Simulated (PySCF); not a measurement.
```yaml
atoms:
  - { symbol: F, position_ang: [2.2071, -0.2836, -2.0192] }
  - { symbol: C, position_ang: [2.6760, -0.0993, -0.7695] }
  - { symbol: F, position_ang: [3.8071, 0.6212, -0.9101] }
  - { symbol: F, position_ang: [3.0702, -1.3134, -0.3443] }
  - { symbol: C, position_ang: [1.6747, 0.5302, 0.1349] }
  - { symbol: Si, position_ang: [0.0808, -0.5240, 0.0978] }
  - { symbol: C, position_ang: [-1.3126, 0.0797, 1.1915] }
  - { symbol: C, position_ang: [-2.3935, 0.2868, 0.4518] }
  - { symbol: C, position_ang: [-2.2546, 0.0754, -1.0207] }
  - { symbol: N, position_ang: [-0.8532, -0.1625, -1.2899] }
  - { symbol: H, position_ang: [1.5033, 1.5478, -0.2087] }
  - { symbol: H, position_ang: [2.1091, 0.5702, 1.1299] }
  - { symbol: H, position_ang: [0.4597, -1.9251, 0.3400] }
  - { symbol: H, position_ang: [-1.3145, 0.1964, 2.2604] }
  - { symbol: H, position_ang: [-3.3568, 0.5986, 0.8279] }
  - { symbol: H, position_ang: [-2.6060, 0.9568, -1.5710] }
  - { symbol: H, position_ang: [-2.8779, -0.7755, -1.3303] }
  - { symbol: H, position_ang: [-0.6277, -0.3735, -2.2469] }
```

Geometry: GFN2-xTB.

Computed with PySCF 2.14.0, PBE0/pcSseg-1, SCF density, gas phase, non-relativistic.

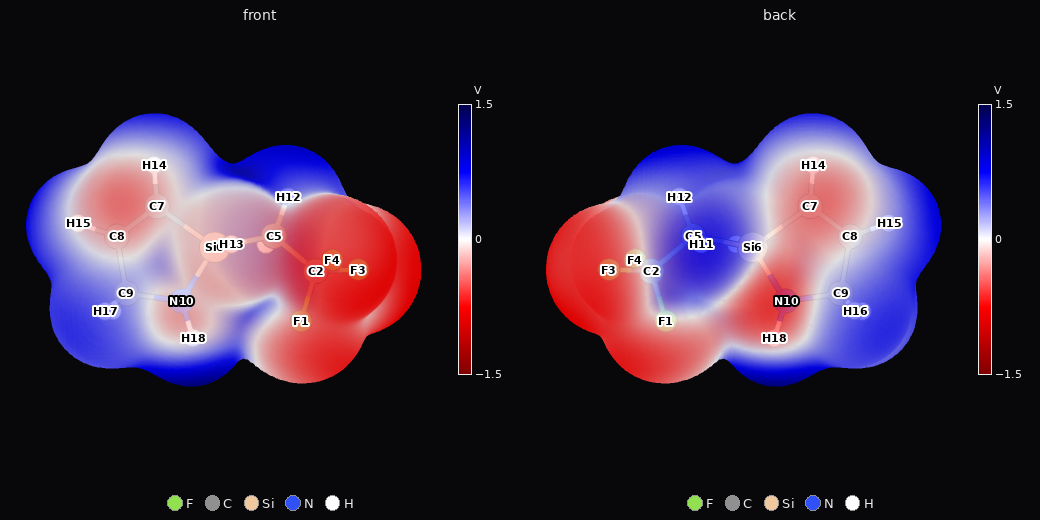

C$_{5}$H$_{8}$F$_{3}$NSi. The molecular electrostatic potential painted on the density surface at 0.001 e/bohr³, seen from the front and from behind; red is negative and blue positive.

Which sites attract a positive test charge, and which a negative one?

A positive charge is drawn to the negative regions and a negative charge to the positive ones. The most negative region (about −0.8 V, or −18 kcal/mol for a unit charge) lies over F3 and F4, the most positive (about +1.2 V, or +28 kcal/mol for a unit charge) over H18.

What dipole moment does the calculation give?

Its dipole moment is 2.95 D.
